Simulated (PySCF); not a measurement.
# RhH3: a ladder of methods

How much do the numbers for RhH3 (singlet) hang on the method? All levels run at one geometry, the PBE0 minimum.

Program: PySCF 2.14.0. Level of theory: several methods, basis Rh def2-TZVP with ECP28, H def2-TZVP, scalar-relativistic core potentials, no spin–orbit coupling, density fitting. These are calculated values, not measurements.

### Step 1. The system as given

4 atoms, charge 0, spin multiplicity 1.

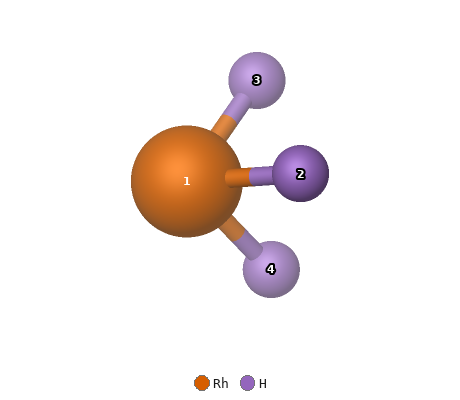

As it starts; rhodium orange, hydrogen purple; atoms are numbered from 1 in the order of the file.

Coordinates in bohr (charge 0 multiplicity 1):
```
Rh    0.0000    0.0000    0.0522
H     2.1768    0.0000   -1.7771
H    -1.0884    1.8852   -1.7771
H    -1.0884   -1.8852   -1.7771
```

### Step 2. Density, ELF and potential

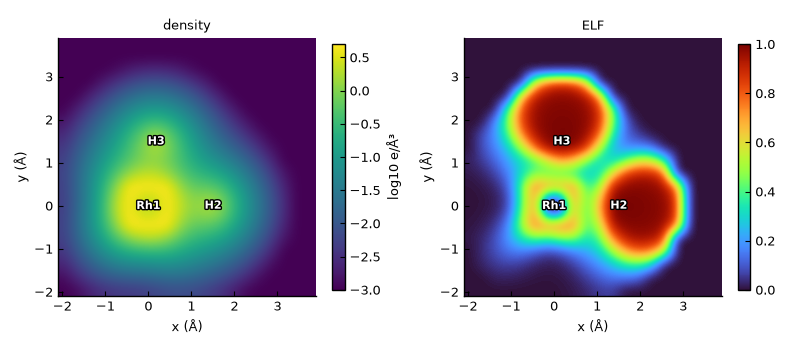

The plane holds Rh1 at (0.00, 0.00), H2 at (1.50, 0.00), H3 at (0.18, 1.49) Å. ELF is set to 0 where the density is under 0.005 e/Å³; an orbital's overall sign is arbitrary. Electrons inside core potentials are absent.

The fields below are evaluated on a grid from the run's orbitals.

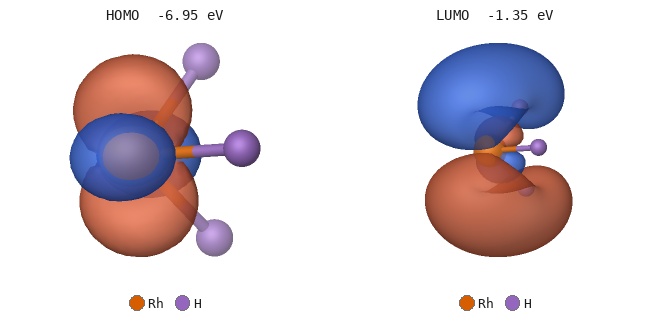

Frontier orbitals at PBE0; each surface holds 70 % of the orbital's density, blue and red mark the sign.

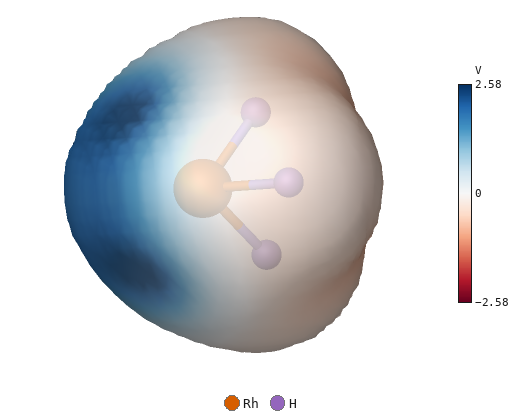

Electrostatic potential on the surface of density 0.002 e/bohr³; red is low, blue high. It runs, from the 1st to the 99th percentile, from -1.04 to 2.58 V.

Values on the line from Rh1 (at 0) through H2 (at 1.505 Å):

| distance (Å) | density (e/Å³) | ELF | electrostatic potential (V) |
| --- | --- | --- | --- |
| 0.75 | 2.27 | 0.38 | 35.8 |
| 0.90 | 1.35 | 0.382 | 19.9 |
| 1.05 | 1.16 | 0.69 | 16 |
| 1.20 | 1.32 | 0.953 | 24.4 |
| 1.35 | 1.78 | 0.997 | 67.6 |
| 1.58 | 1.95 | 1 | 162 |
| 1.73 | 0.997 | 0.999 | 36.7 |
| 1.88 | 0.502 | 0.998 | 14.3 |
| 2.03 | 0.259 | 0.995 | 6.35 |
| 2.18 | 0.137 | 0.992 | 2.89 |
| 2.33 | 0.0746 | 0.988 | 1.26 |

Making the fields ran for 1.5 s (2 threads of AMD EPYC, shared host).

### Step 3. PBE0

One driver script runs all steps and calls PySCF; scf.py shows the equivalent input of each level. Each SCF starts from the density of the minimum. The driver also runs the species with one electron less or more at the same geometry; their logs are not shown.

scf.py

```python
from pyscf import gto, scf, dft
mol = gto.M(atom='''
Rh    -0.000000    -0.000000     0.027630
H      1.151933    -0.000015    -0.940417
H     -0.575954     0.997610    -0.940417
H     -0.575979    -0.997596    -0.940417''',
    basis={'Rh': 'def2-TZVP', 'H': 'def2-TZVP'},
    ecp={'Rh': 'def2-TZVP'},
    charge=0, spin=0)
mf = dft.RKS(mol, xc='PBE0')
mf.grids.atom_grid = (75, 302)
aux = {'Rh': 'def2-universal-JKFIT', 'H': 'def2-universal-JKFIT'}
mf = mf.density_fit(auxbasis=aux)
mf.conv_tol = 1e-08
mf.diis_space = 10
mf.max_cycle = 60
mf.verbose = 4
mf.kernel()
```

Command:

```
> OMP_NUM_THREADS=2 python axn.py task.json out
```

The program printed:

```text
init E= -112.303860183431
  HOMO = -0.255478850468686  LUMO = -0.0497155099358866  gap/eV = 5.59911
cycle= 1 E= -112.303860181526  delta_E= 1.91e-09  |g|= 0.000112  |ddm|= 8.29e-05
  HOMO = -0.255518822395733  LUMO = -0.0497293302122727  gap/eV = 5.59982
cycle= 2 E= -112.30386016869  delta_E= 1.28e-08  |g|= 0.000291  |ddm|= 0.000215
  HOMO = -0.255489993133127  LUMO = -0.0497193421278538  gap/eV = 5.59930
cycle= 3 E= -112.303860183765  delta_E= -1.51e-08  |g|= 2.26e-06  |ddm|= 0.000155
  HOMO = -0.255489989916283  LUMO = -0.0497193543120145  gap/eV = 5.59930
cycle= 4 E= -112.303860183766  delta_E= -1.14e-12  |g|= 4.45e-08  |ddm|= 1.61e-06
  HOMO = -0.255489984180909  LUMO = -0.0497193511259388  gap/eV = 5.59930
Extra cycle  E= -112.303860183766  delta_E= -3.69e-13  |g|= 4.34e-08  |ddm|= 6.99e-08
converged SCF energy = -112.303860183766
```

This level, with the species of one electron less or more, took 2.2 s.

```
energy                        : -112.303860 Eh
one electron less (charge +1) : -111.953514 Eh (doublet, ⟨S²⟩ 0.75)
one electron more (charge -1) : -112.298330 Eh (doublet, ⟨S²⟩ 0.75)
Mulliken charge of Rh1        : -0.19 e
```

### Step 4. HF

scf.py, as its differences from that of step 3:

```diff
@@ -10,2 +10 @@
-mf = dft.RKS(mol, xc='PBE0')
-mf.grids.atom_grid = (75, 302)
+mf = scf.RHF(mol)
```

The program printed (excerpt; [...] marks lines left out):

```text
[... the frontier levels of the middle cycles are left out ...]
init E= -111.369012264207
  HOMO = -0.399738839212088  LUMO = 0.0317294720066119  gap/eV = 11.74085
cycle= 1 E= -111.381647418418  delta_E= -0.0126  |g|= 0.0665  |ddm|= 0.248
  HOMO = -0.411650770180577  LUMO = 0.0261278338544844  gap/eV = 11.91256
cycle= 2 E= -111.383674729899  delta_E= -0.00203  |g|= 0.0359  |ddm|= 0.0821
  HOMO = -0.407898646130511  LUMO = 0.0268606651091932  gap/eV = 11.83040
cycle= 3 E= -111.384180616018  delta_E= -0.000506  |g|= 0.0304  |ddm|= 0.0399
cycle= 4 E= -111.384518029084  delta_E= -0.000337  |g|= 0.0064  |ddm|= 0.032
cycle= 5 E= -111.384556706424  delta_E= -3.87e-05  |g|= 0.00329  |ddm|= 0.011
cycle= 6 E= -111.384567666796  delta_E= -1.1e-05  |g|= 0.000917  |ddm|= 0.00866
cycle= 7 E= -111.384569217219  delta_E= -1.55e-06  |g|= 0.000347  |ddm|= 0.00328
cycle= 8 E= -111.384569482645  delta_E= -2.65e-07  |g|= 0.000124  |ddm|= 0.00128
cycle= 9 E= -111.384569512106  delta_E= -2.95e-08  |g|= 3.96e-05  |ddm|= 0.000485
cycle= 10 E= -111.384569513968  delta_E= -1.86e-09  |g|= 7.82e-06  |ddm|= 0.000131
  HOMO = -0.416216399258955  LUMO = 0.024622669067242  gap/eV = 11.99584
Extra cycle  E= -111.384569514031  delta_E= -6.36e-11  |g|= 6.46e-06  |ddm|= 1.36e-05
converged SCF energy = -111.384569514031
```

This level, with the species of one electron less or more, took 0.8 s.

```
energy                        : -111.384570 Eh
one electron less (charge +1) : -111.081080 Eh (doublet, ⟨S²⟩ 0.84)
one electron more (charge -1) : -111.369055 Eh (doublet, ⟨S²⟩ 0.75)
Mulliken charge of Rh1        : +0.05 e
```

### Step 5. PBE

scf.py, as its differences from that of step 4:

```diff
@@ -10 +10,2 @@
-mf = scf.RHF(mol)
+mf = dft.RKS(mol, xc='PBE')
+mf.grids.atom_grid = (75, 302)
```

The program printed (excerpt; [...] marks lines left out):

```text
[... the frontier levels of the middle cycles are left out ...]
init E= -112.347982516621
  HOMO = -0.188695739068886  LUMO = -0.0780910407103149  gap/eV = 3.00971
cycle= 1 E= -112.349697957865  delta_E= -0.00172  |g|= 0.0343  |ddm|= 0.141
  HOMO = -0.202173231511813  LUMO = -0.0846774355601884  gap/eV = 3.19722
cycle= 2 E= -112.349237681988  delta_E= 0.00046  |g|= 0.0658  |ddm|= 0.078
  HOMO = -0.194218192841891  LUMO = -0.0812518496974307  gap/eV = 3.07397
cycle= 3 E= -112.349831722415  delta_E= -0.000594  |g|= 0.0267  |ddm|= 0.0462
cycle= 4 E= -112.34998395192  delta_E= -0.000152  |g|= 0.00295  |ddm|= 0.0174
cycle= 5 E= -112.349985658178  delta_E= -1.71e-06  |g|= 0.000572  |ddm|= 0.00234
cycle= 6 E= -112.349985730618  delta_E= -7.24e-08  |g|= 6.3e-05  |ddm|= 0.000446
cycle= 7 E= -112.349985731622  delta_E= -1e-09  |g|= 2.68e-06  |ddm|= 5.66e-05
  HOMO = -0.194781812741023  LUMO = -0.081253192692189  gap/eV = 3.08927
Extra cycle  E= -112.349985731619  delta_E= 3.72e-12  |g|= 4.14e-06  |ddm|= 6.36e-06
converged SCF energy = -112.349985731619
```

This level, with the species of one electron less or more, took 5.9 s.

| Property | Result |
| --- | --- |
| energy | -112.349986 Eh |
| one electron less (charge +1) | -111.995002 Eh (doublet, ⟨S²⟩ 0.75) |
| one electron more (charge -1) | -112.344889 Eh (doublet, ⟨S²⟩ 0.75) |
| Mulliken charge of Rh1 | -0.23 e |

### Step 6. B3LYP

scf.py, as its differences from that of step 5:

```diff
@@ -10 +10 @@
-mf = dft.RKS(mol, xc='PBE')
+mf = dft.RKS(mol, xc='B3LYP')
```

The program printed:

```text
init E= -112.368289556414
  HOMO = -0.241124304831881  LUMO = -0.0593200505521817  gap/eV = 4.94715
cycle= 1 E= -112.368960151816  delta_E= -0.000671  |g|= 0.0196  |ddm|= 0.123
  HOMO = -0.252181436141665  LUMO = -0.0639857339171277  gap/eV = 5.12107
cycle= 2 E= -112.368527581148  delta_E= 0.000433  |g|= 0.0538  |ddm|= 0.0464
  HOMO = -0.246894906483639  LUMO = -0.0620702474607302  gap/eV = 5.02934
cycle= 3 E= -112.369045888833  delta_E= -0.000518  |g|= 0.00427  |ddm|= 0.0281
  HOMO = -0.24635563261993  LUMO = -0.0617860983588737  gap/eV = 5.02239
cycle= 4 E= -112.369048437164  delta_E= -2.55e-06  |g|= 0.002  |ddm|= 0.00373
  HOMO = -0.246140125945413  LUMO = -0.0617021560834687  gap/eV = 5.01881
cycle= 5 E= -112.369049243555  delta_E= -8.06e-07  |g|= 0.000101  |ddm|= 0.00137
  HOMO = -0.246163896857335  LUMO = -0.0617148068602968  gap/eV = 5.01912
cycle= 6 E= -112.36904924624  delta_E= -2.68e-09  |g|= 1.05e-05  |ddm|= 0.000107
  HOMO = -0.246160586321001  LUMO = -0.0617134771972807  gap/eV = 5.01906
Extra cycle  E= -112.369049246159  delta_E= 8.04e-11  |g|= 2.8e-05  |ddm|= 2.84e-05
converged SCF energy = -112.369049246159
```

This level, with the species of one electron less or more, ran for 4.7 s (2 threads of AMD EPYC, shared host).

| Quantity | Value |
| --- | --- |
| energy | -112.369049 Eh |
| one electron less (charge +1) | -112.014464 Eh (doublet, ⟨S²⟩ 0.75) |
| one electron more (charge -1) | -112.365121 Eh (doublet, ⟨S²⟩ 0.75) |
| Mulliken charge of Rh1 | -0.13 e |

### Step 7. r2SCAN

scf.py, as its differences from that of step 6:

```diff
@@ -10,2 +10,2 @@
-mf = dft.RKS(mol, xc='B3LYP')
-mf.grids.atom_grid = (75, 302)
+mf = dft.RKS(mol, xc='R2SCAN')
+mf.grids.atom_grid = (90, 434)
```

The program printed:

```text
init E= -112.365945640962
  HOMO = -0.205272476850476  LUMO = -0.0724686915368792  gap/eV = 3.61378
cycle= 1 E= -112.366605817768  delta_E= -0.00066  |g|= 0.0206  |ddm|= 0.0869
  HOMO = -0.200095607907576  LUMO = -0.0703952978428896  gap/eV = 3.52933
cycle= 2 E= -112.365979874562  delta_E= 0.000626  |g|= 0.0615  |ddm|= 0.0398
  HOMO = -0.205195180165471  LUMO = -0.0724660974181631  gap/eV = 3.61174
cycle= 3 E= -112.366666282589  delta_E= -0.000686  |g|= 0.00517  |ddm|= 0.035
  HOMO = -0.204642430599139  LUMO = -0.0721930558570502  gap/eV = 3.60413
cycle= 4 E= -112.366672113  delta_E= -5.83e-06  |g|= 0.000419  |ddm|= 0.00333
  HOMO = -0.204596180998344  LUMO = -0.0721623962427488  gap/eV = 3.60371
cycle= 5 E= -112.366672144814  delta_E= -3.18e-08  |g|= 0.000148  |ddm|= 0.000371
  HOMO = -0.204612053803975  LUMO = -0.0721684060582105  gap/eV = 3.60398
cycle= 6 E= -112.366672148714  delta_E= -3.9e-09  |g|= 1.99e-05  |ddm|= 0.000148
  HOMO = -0.204606366553055  LUMO = -0.0721661735003983  gap/eV = 3.60388
Extra cycle  E= -112.366672147864  delta_E= 8.5e-10  |g|= 6.96e-05  |ddm|= 5.38e-05
converged SCF energy = -112.366672147864
```

This level, with the species of one electron less or more, took 13 s.

```
energy                        : -112.366672 Eh
one electron less (charge +1) : -112.013943 Eh (doublet, ⟨S²⟩ 0.75)
one electron more (charge -1) : -112.363052 Eh (doublet, ⟨S²⟩ 0.75)
Mulliken charge of Rh1        : -0.17 e
```

### Step 8. TPSSh

scf.py, as its differences from that of step 7:

```diff
@@ -10 +10 @@
-mf = dft.RKS(mol, xc='R2SCAN')
+mf = dft.RKS(mol, xc='TPSSH')
```

The program printed:

```text
init E= -112.289802253331
  HOMO = -0.215273812611762  LUMO = -0.0612624763310743  gap/eV = 4.19086
cycle= 1 E= -112.289041846335  delta_E= 0.00076  |g|= 0.0867  |ddm|= 0.0857
  HOMO = -0.246935159286107  LUMO = -0.0726023843018024  gap/eV = 4.74384
cycle= 2 E= -112.276716279344  delta_E= 0.0123  |g|= 0.274  |ddm|= 0.202
  HOMO = -0.223896065556743  LUMO = -0.0641197417238308  gap/eV = 4.34774
cycle= 3 E= -112.290537342423  delta_E= -0.0138  |g|= 0.00786  |ddm|= 0.142
  HOMO = -0.222951872833776  LUMO = -0.0637145666309349  gap/eV = 4.33307
cycle= 4 E= -112.290551645419  delta_E= -1.43e-05  |g|= 0.000469  |ddm|= 0.0061
  HOMO = -0.222964990898918  LUMO = -0.0637165336806315  gap/eV = 4.33337
cycle= 5 E= -112.290551696349  delta_E= -5.09e-08  |g|= 0.000125  |ddm|= 0.000427
  HOMO = -0.222977601464952  LUMO = -0.0637227821327436  gap/eV = 4.33354
cycle= 6 E= -112.290551698958  delta_E= -2.61e-09  |g|= 2.24e-05  |ddm|= 8.72e-05
  HOMO = -0.22298694725543  LUMO = -0.063726370664208  gap/eV = 4.33370
Extra cycle  E= -112.290551698416  delta_E= 5.42e-10  |g|= 5.93e-05  |ddm|= 4.53e-05
converged SCF energy = -112.290551698416
```

This level, with the species of one electron less or more, took 13 s.

- energy: -112.290552 Eh
- one electron less (charge +1): -111.939186 Eh (doublet, ⟨S²⟩ 0.75)
- one electron more (charge -1): -112.283709 Eh (doublet, ⟨S²⟩ 0.75)
- Mulliken charge of Rh1: -0.16 e

### Step 9. r2SCAN0

scf.py, as its differences from that of step 8:

```diff
@@ -10 +10 @@
-mf = dft.RKS(mol, xc='TPSSH')
+mf = dft.RKS(mol, xc='HYB_MGGA_XC_R2SCAN0')
```

The program printed (excerpt; [...] marks lines left out):

```text
[... the frontier levels of the middle cycles are left out ...]
init E= -112.304662792714
  HOMO = -0.266649255067814  LUMO = -0.045733963006278  gap/eV = 6.01141
cycle= 1 E= -112.304864809367  delta_E= -0.000202  |g|= 0.0224  |ddm|= 0.0526
  HOMO = -0.257536074121824  LUMO = -0.0414280772263708  gap/eV = 5.88060
cycle= 2 E= -112.304538673908  delta_E= 0.000326  |g|= 0.0491  |ddm|= 0.0391
  HOMO = -0.263246986790817  LUMO = -0.0435899014049094  gap/eV = 5.97717
cycle= 3 E= -112.304948903883  delta_E= -0.00041  |g|= 0.00483  |ddm|= 0.0274
cycle= 4 E= -112.304953395324  delta_E= -4.49e-06  |g|= 0.00059  |ddm|= 0.00325
cycle= 5 E= -112.304953496985  delta_E= -1.02e-07  |g|= 0.000206  |ddm|= 0.000666
cycle= 6 E= -112.304953511621  delta_E= -1.46e-08  |g|= 3.14e-05  |ddm|= 0.000291
cycle= 7 E= -112.304953512026  delta_E= -4.05e-10  |g|= 4.6e-06  |ddm|= 5e-05
  HOMO = -0.26330583941934  LUMO = -0.0436028494103727  gap/eV = 5.97842
Extra cycle  E= -112.304953512016  delta_E= 1.03e-11  |g|= 1.06e-05  |ddm|= 9.62e-06
converged SCF energy = -112.304953512016
```

This level, with the species of one electron less or more, took 14 s.

```
energy                        : -112.304954 Eh
one electron less (charge +1) : -111.955780 Eh (doublet, ⟨S²⟩ 0.76)
one electron more (charge -1) : -112.300991 Eh (doublet, ⟨S²⟩ 0.75)
Mulliken charge of Rh1        : -0.17 e
```

### Step 10. revPBE

scf.py, as its differences from that of step 9:

```diff
@@ -10,2 +10,2 @@
-mf = dft.RKS(mol, xc='HYB_MGGA_XC_R2SCAN0')
-mf.grids.atom_grid = (90, 434)
+mf = dft.RKS(mol, xc='PBE_R,PBE')
+mf.grids.atom_grid = (75, 302)
```

The program printed (excerpt; [...] marks lines left out):

```text
[... the frontier levels of the middle cycles are left out ...]
init E= -112.39696597771
  HOMO = -0.188792445326403  LUMO = -0.0765416506609946  gap/eV = 3.05450
cycle= 1 E= -112.398695599166  delta_E= -0.00173  |g|= 0.0205  |ddm|= 0.136
  HOMO = -0.197718747706814  LUMO = -0.080733346515342  gap/eV = 3.18333
cycle= 2 E= -112.398511042173  delta_E= 0.000185  |g|= 0.0409  |ddm|= 0.053
  HOMO = -0.192808962222979  LUMO = -0.0786567775449599  gap/eV = 3.10624
cycle= 3 E= -112.398753437574  delta_E= -0.000242  |g|= 0.0161  |ddm|= 0.0286
cycle= 4 E= -112.398803080221  delta_E= -4.96e-05  |g|= 0.00432  |ddm|= 0.0118
cycle= 5 E= -112.39880685223  delta_E= -3.77e-06  |g|= 0.000286  |ddm|= 0.00276
cycle= 6 E= -112.398806871807  delta_E= -1.96e-08  |g|= 6.16e-05  |ddm|= 0.000256
cycle= 7 E= -112.398806872825  delta_E= -1.02e-09  |g|= 4.75e-06  |ddm|= 5.87e-05
  HOMO = -0.192941477279308  LUMO = -0.0785675368953657  gap/eV = 3.11227
Extra cycle  E= -112.398806872769  delta_E= 5.59e-11  |g|= 1.76e-05  |ddm|= 1.43e-05
converged SCF energy = -112.398806872769
```

This level, with the species of one electron less or more, ran for 5.8 s (2 threads of AMD EPYC, shared host).

| Item | Value |
| --- | --- |
| energy | -112.398807 Eh |
| one electron less (charge +1) | -112.046353 Eh (doublet, ⟨S²⟩ 0.75) |
| one electron more (charge -1) | -112.392095 Eh (doublet, ⟨S²⟩ 0.75) |
| Mulliken charge of Rh1 | -0.22 e |

### Step 11. The ladder

| level | atomisation energy (kJ/mol) | vertical ionisation energy (eV) | vertical electron affinity (eV) | −ε(HOMO) (eV) | gap (eV) | dipole (D) | wall time |
| --- | --- | --- | --- | --- | --- | --- | --- |
| PBE0 | 844 | 9.53 | -0.15 | 6.95 | 5.60 | 2.49 | 2.2 s |
| HF | 373 | 8.26 | -0.42 | 11.33 | 12.00 | 3.50 | 0.8 s |
| PBE | 917 | 9.66 | -0.14 | 5.30 | 3.09 | 2.18 | 5.9 s |
| B3LYP | 868 | 9.65 | -0.11 | 6.70 | 5.02 | 2.41 | 4.7 s |
| r2SCAN | 899 | 9.60 | -0.10 | 5.57 | 3.60 | 2.39 | 13 s |
| TPSSh | 897 | 9.56 | -0.19 | 6.07 | 4.33 | 2.57 | 13 s |
| r2SCAN0 | 837 | 9.50 | -0.11 | 7.16 | 5.98 | 2.58 | 14 s |
| revPBE | 885 | 9.59 | -0.18 | 5.25 | 3.11 | 2.26 | 5.8 s |

Times are for 2 threads of AMD EPYC, shared host; PBE0 starts from its own converged density, so its time is not comparable. A dash stands where a species or a free atom was not run at that level, or the quantity is not defined.

Atomisation goes to high-spin atoms in their ground configurations, run at the same level, without zero-point energy.

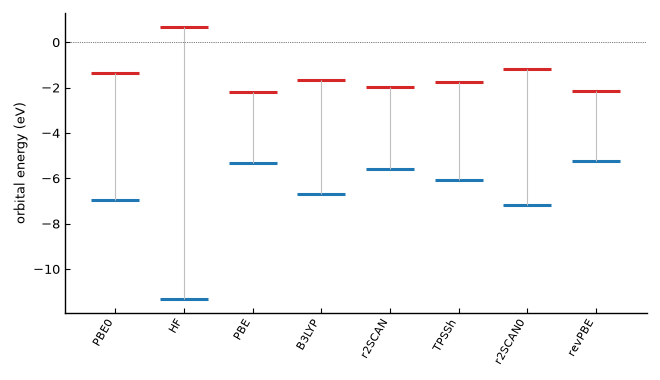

Highest occupied (blue) and lowest empty (red) levels by method.

### Step 12. Outcome

| quantity | value |
| --- | --- |
| atomisation energy, range | 373 (HF) to 917 (PBE) kJ/mol |
| vertical ionisation energy, range | 8.26 (HF) to 9.66 (PBE) eV |
| vertical electron affinity | negative in this basis |
| orbital gap, range | 3.09 (PBE) to 12.00 (HF) eV |

What this shows: The atomisation energy spreads over 544 kJ/mol, from HF to PBE; without a CCSD(T) value for it there is no yardstick here. A negative electron affinity (at every level) reflects the basis more than the molecule, so no ranking is made on it; without diffuse functions even a bound anion can come out this way. The stability of the closed-shell solution was not tested.
